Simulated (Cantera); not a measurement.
A closed system holds: 1 mol CH3SiH3, 6.4 mol H2, equilibrated at 750 Torr.

Equilibrium computed with Cantera from the NASA thermochemical tables; the gas is ideal and each condensed phase is pure. Candidate condensed phases: C, C6H6, C7H8, C8H18, Si, SiC; 87 gas species. The feed counts by its element totals alone. Mutual solubility and eutectic melting of coexisting phases are not modelled. Gases not in the tables: Si2H6 and higher silanes. Equilibrium is a limit: real reactors are often held back by kinetics, nucleation or transport.

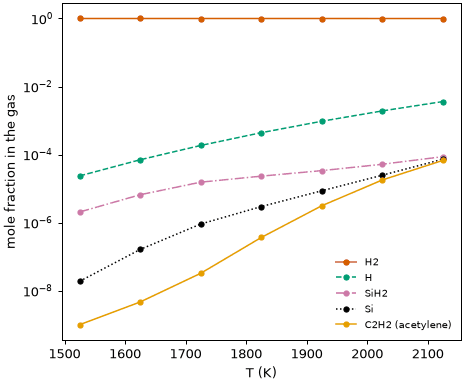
*Equilibrium gas composition (values under 1e-9 drawn at 1e-9)*

Read off the mole fractions at 2125 K.

H2 about 1.00, H about 0.0036, SiH2 about 8.7e-5, Si about 7.3e-5, C2H2 (acetylene) about 6.8e-5.
